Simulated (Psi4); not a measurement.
Intermolecular potential of C2H2 ··· BF3 (SMILES C#C and FB(F)F). Monomers: optimised at B3LYP-D3(BJ) (def2-TZVP), held rigid. Orientation: a random orientation, not optimised. The monomers approach along the line of their centres of mass (distance R); nothing else relaxes.

Geometry at R = 4.40 Å (first 4 atoms: monomer A):
```
8

C      0.5900     0.0169    -0.0983
C     -0.5900    -0.0170     0.0983
H      1.6378     0.0473    -0.2729
H     -1.6378    -0.0472     0.2729
F      4.2471     0.2005     0.6869
B      4.2409    -1.0900     0.4311
F      3.2916    -1.8552     0.9244
F      5.1843    -1.6163    -0.3195
```

Computed with SAPT0/jun-cc-pVDZ, frozen core (Psi4).

Components in kJ/mol:

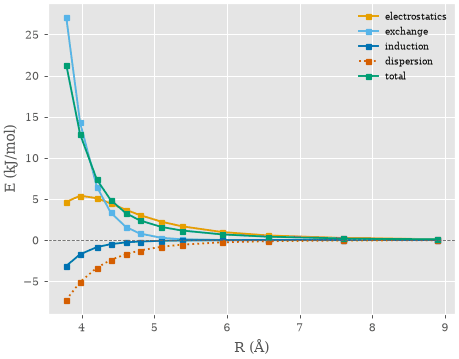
Figure. Components of the interaction energy.

| R / Å | electrostatics | exchange | induction | dispersion | total |
|---|---|---|---|---|---|
| 3.79 | 4.63 | 27.06 | -3.14 | -7.27 | 21.29 |
| 3.98 | 5.39 | 14.29 | -1.73 | -5.09 | 12.86 |
| 4.21 | 5.09 | 6.50 | -0.86 | -3.37 | 7.36 |
| 4.40 | 4.45 | 3.35 | -0.50 | -2.43 | 4.88 |
| 4.61 | 3.68 | 1.59 | -0.28 | -1.72 | 3.27 |
| 4.80 | 3.04 | 0.80 | -0.18 | -1.27 | 2.39 |
| 5.10 | 2.23 | 0.27 | -0.09 | -0.82 | 1.59 |
| 5.38 | 1.67 | 0.09 | -0.05 | -0.55 | 1.16 |
| 5.93 | 0.98 | 0.01 | -0.02 | -0.28 | 0.69 |
| 6.56 | 0.56 | 0.00 | -0.01 | -0.14 | 0.41 |
| 7.60 | 0.25 | 0.00 | 0.00 | -0.05 | 0.19 |
| 8.89 | 0.11 | 0.00 | 0.00 | -0.02 | 0.09 |
